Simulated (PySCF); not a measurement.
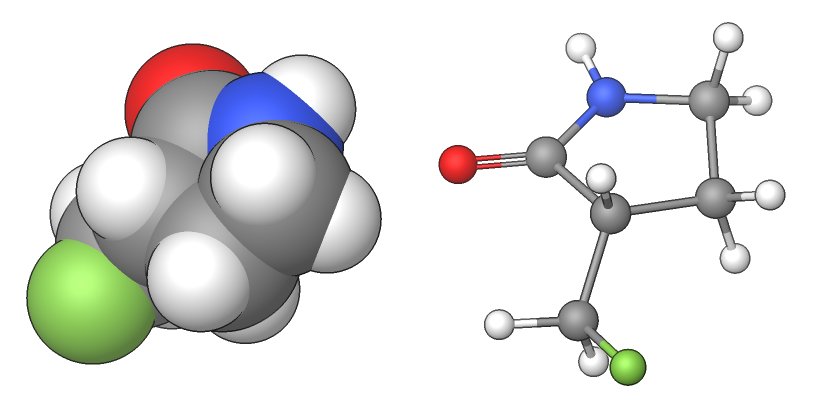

Both panels show the same species. Colours: oxygen red, carbon grey, nitrogen blue, fluorine green, hydrogen white.

Computed geometry: GFN2-xTB optimisation. No frequency run is at hand to confirm it as a minimum.

Describe the molecule.

Formula C5H8FNO. Its SMILES string is `O=C1NCC[C@@H]1CF`. Independent rings (smallest set): 1 of 5 members. Among its groups: amide, C–F bond. This geometry has C1 symmetry. Coordination: 1 C trigonal planar; 1 N trigonal planar; 4 C tetrahedral.

The parts below concern this one geometry. Atoms keep their numbers from picture to picture.

**Geometry**

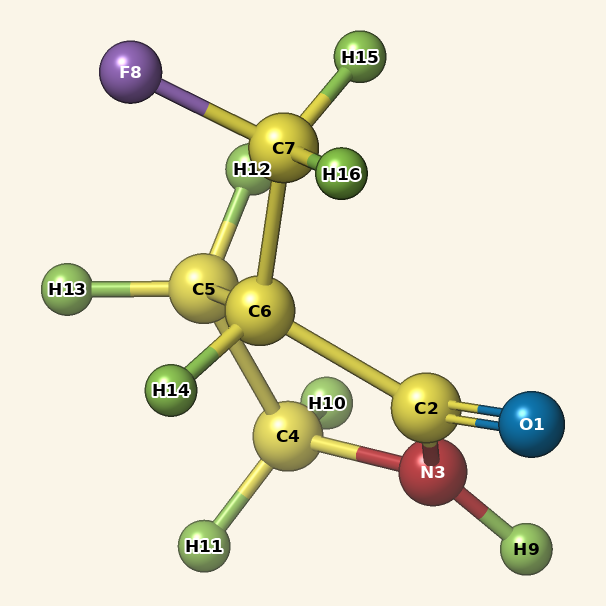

C5 lies behind C6. The molecule seen a little off the C6–C5 bond, C6 in front. Distant atoms are faded towards the background colour. No frequency run is at hand to confirm it as a minimum.

> What is the torsion angle C7–C6–C5–C4? The sign is positive where the front bond must turn clockwise to cover the back bond.

147°, anticlinal.

**Ring current**

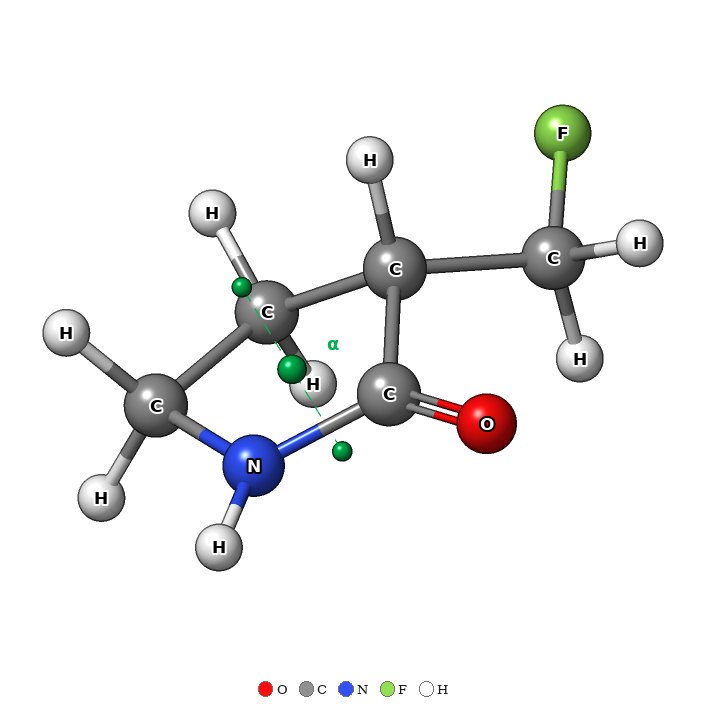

The small points mark where nucleus-independent chemical shifts (NICS) were computed: at the centre of each lettered ring and 1 Å above and below it. No frequency run is at hand to confirm it as a minimum. Properties computed with GIAO PBE0/pcSseg-1 NMR shielding, non-relativistic, gas phase (PySCF 2.14.0).

Give NICS(0), NICS(1) and the out-of-plane component NICS(1)zz for each ring (means of the two sides).

```json
{"ring": "α", "members": "C4N", "NICS(0)": "−5.5", "NICS(1)": "−3.1", "NICS(1)zz": "−3.2"}
```

Values in ppm.

> What do the values say about the ring currents?

Ring α: weak, as in a non-aromatic ring. NICS is one index among several.

**Charges**

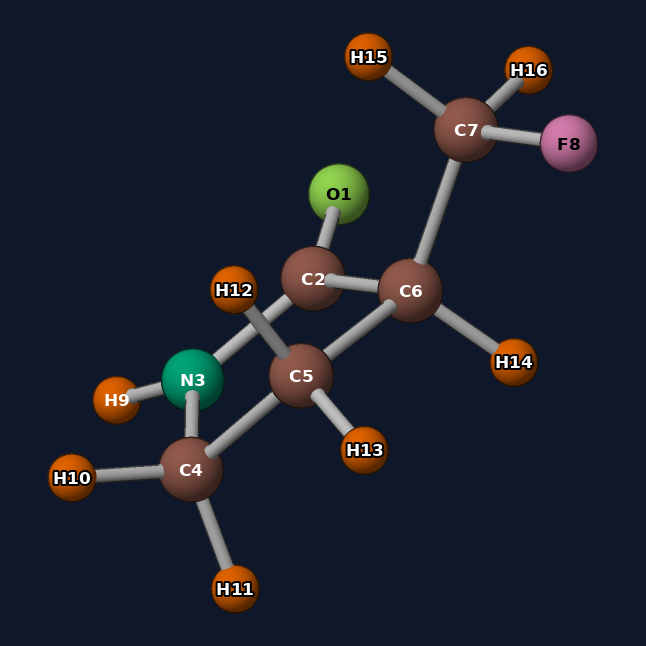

The questions are on IAO charges. No frequency run is at hand to confirm it as a minimum. Properties computed with PBE0/pcSseg-1, gas phase (PySCF 2.14.0).

List the IAO charges.

```json
{"atom": "O1", "value (e)": "−0.50"}
{"atom": "C2", "value (e)": "0.43"}
{"atom": "N3", "value (e)": "−0.35"}
{"atom": "C4", "value (e)": "−0.15"}
{"atom": "C5", "value (e)": "−0.27"}
{"atom": "C6", "value (e)": "−0.18"}
{"atom": "C7", "value (e)": "0.05"}
{"atom": "F8", "value (e)": "−0.33"}
{"atom": "H9", "value (e)": "0.28"}
{"atom": "H10", "value (e)": "0.15"}
{"atom": "H11", "value (e)": "0.13"}
{"atom": "H12", "value (e)": "0.14"}
{"atom": "H13", "value (e)": "0.15"}
{"atom": "H14", "value (e)": "0.16"}
{"atom": "H15", "value (e)": "0.13"}
{"atom": "H16", "value (e)": "0.16"}
```

**NMR shielding**

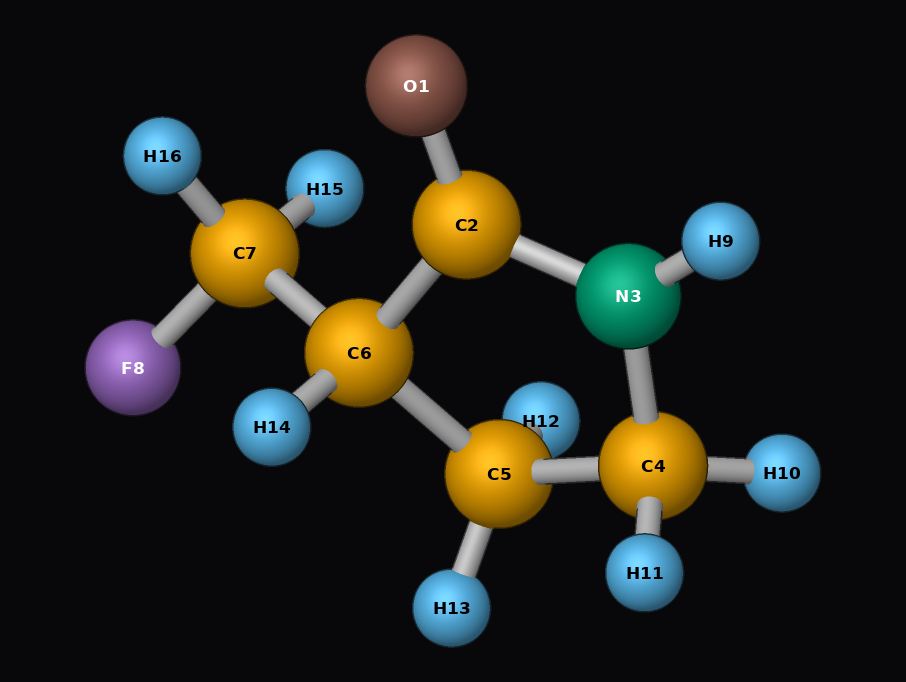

No frequency run is at hand to confirm it as a minimum. Method: GIAO PBE0/pcSseg-1 NMR shielding, non-relativistic, gas phase (PySCF 2.14.0). Principal shieldings σ11 ≤ σ22 ≤ σ33, span Ω = σ33 − σ11, skew κ = 3(σiso − σ22)/Ω.

Give the shielding tensors of the F atoms.

```
atom    σ11    σ22    σ33   σiso     Ω      κ
  F8  379.7  432.5  465.6  426.0  85.9  −0.23
```

Shieldings and span in ppm.
